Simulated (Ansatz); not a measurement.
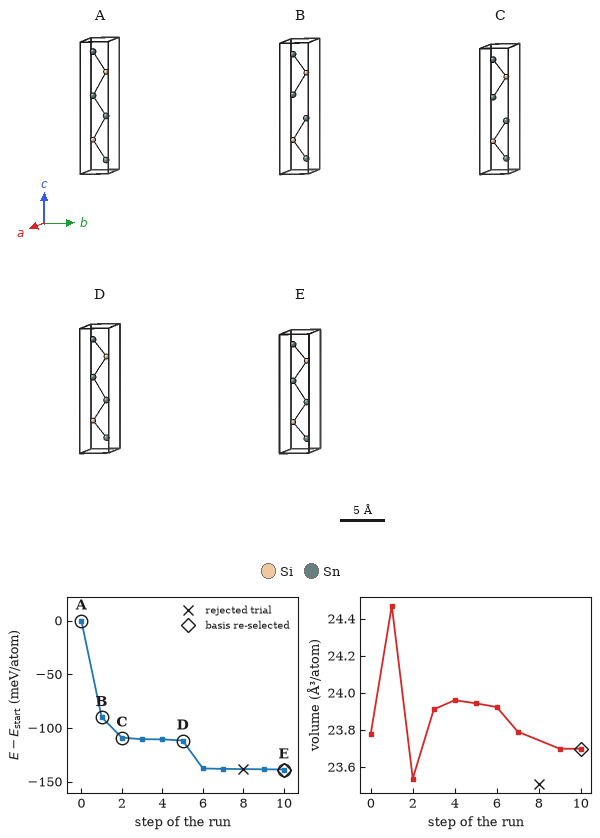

Frames of a relaxation of solid SiSn2 (a generated structure, set up in P6_3/mmc) (coarse preliminary run), marked on the history of the run. A ball-and-stick model of the cell of the calculation, seen slightly off an axis.

Theory: Ansatz, DFT PBE, scalar-relativistic, plane waves, PAW. Settings: plane-wave cutoff 420 eV; k-point mesh 6 × 6 × 1; occupations gaussian; smearing width 0.1 eV; no spin polarisation; cell and atoms relaxed; force threshold 0.04 eV/Å; at most 70 steps.

Describe the path.

Answer. The largest moves relative to the cell, 0.18 Å, are those of Sn atoms. Si stays in place. Cell: a = b 3.263 → 3.433 Å (+5.2 %), c 15.476 → 13.932 Å (−10.0 %). Volume −0.3 %. Near-neighbour distances that change, for instance: Si–Sn 3.194 → 2.918 Å, Sn–Sn 3.263 → 3.433 Å, Sn–Sn 3.194 → 3.336 Å. The space group stays P6_3/mmc (No. 194). After 8 accepted moves (10 points after the start) the energy has fallen by 139 meV per atom. Largest force component: 0.98 eV/Å at the start, 0.00075 eV/Å at the end. Pressure: 1.36 GPa at the start and 0.00 GPa at the end. The line search rejected the trial step at point 8 of the run. At 1 point the geometry stayed and the basis and grid were re-selected for the new cell (energy shift of 0.2 meV per atom at most each time). Cost: 47 s on 1 thread of Intel(R) Xeon(R) Processor @ 2.70GHz, on a shared host, peak memory 0.43 GiB. From step 0 to 1: Sn atoms move most (0.19 Å), volume +2.9 %, energy −89.9 meV per atom. From step 1 to 2: Sn atoms move most (0.06 Å), volume −3.8 %, energy −19.1 meV per atom. From step 2 to 5: Sn atoms move most (0.02 Å), volume +1.7 %, energy −2.7 meV per atom. From step 5 to 10: Sn atoms move most (0.04 Å), volume −1.0 %, energy −26.9 meV per atom.

| step | E − E(0), meV/atom | largest force component, eV/Å | pressure, GPa | volume, Å³/atom | note |
| --- | --- | --- | --- | --- | --- |
| 0 | 0.00 | 0.9768 | 1.36 | 23.780 |  |
| 1 | -89.91 | 0.1592 | -1.13 | 24.470 |  |
| 2 | -108.99 | 0.0748 | 1.07 | 23.537 |  |
| 3 | -110.48 | 0.0186 | -0.03 | 23.911 |  |
| 4 | -110.60 | 0.0447 | -0.08 | 23.960 |  |
| 5 | -111.74 | 0.0869 | -0.32 | 23.943 |  |
| 6 | -137.71 | 0.0809 | -0.38 | 23.923 |  |
| 7 | -138.09 | 0.0390 | -0.24 | 23.790 |  |
| 8 | -137.89 | 0.0303 | 0.52 | 23.506 | rejected |
| 9 | -138.46 | 0.0012 | 0.00 | 23.698 |  |
| 10 | -138.67 | 0.0007 | 0.00 | 23.698 | same geometry, new basis |
